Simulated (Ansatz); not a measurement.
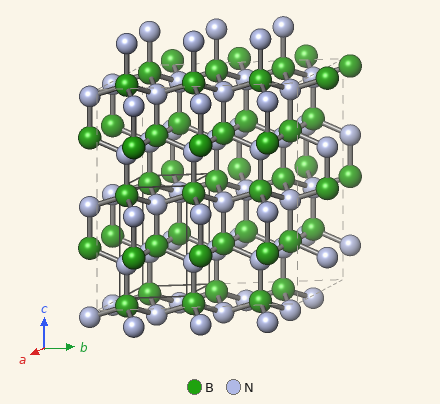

System BN (space group P6_3mc, No. 186); source of the atomic positions: a calculation's input that goes back to an entry of the Crystallography Open Database (an earlier step may have relaxed or displaced it).

Bonds are taken as B–N below 1.8 Å. Simplification: prune 0- and 1-connected atoms, fold 2-connected ones into links.

Question: What kind of net remains, and which atoms are its nodes?

Answer: A uninodal 4-connected, three-periodic net: B and N are 4-connected nodes.

Question: Which named net is it?

Answer: It is the lon net, known from lonsdaleite, wurtzite and tridymite.

Question: Is the net interpenetrated?

Answer: It is a single net, without interpenetration.

Question: Give the point symbol of each node (shortest cycle at each angle).

Answer: B and N: 6⁶.

The simplified net, drawn on the atoms' positions. Nodes are coloured by element. Short stubs are edges that leave the cut-out.

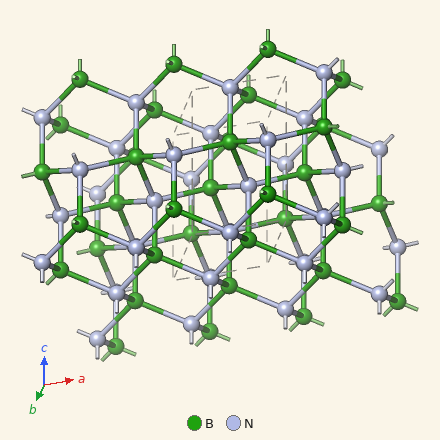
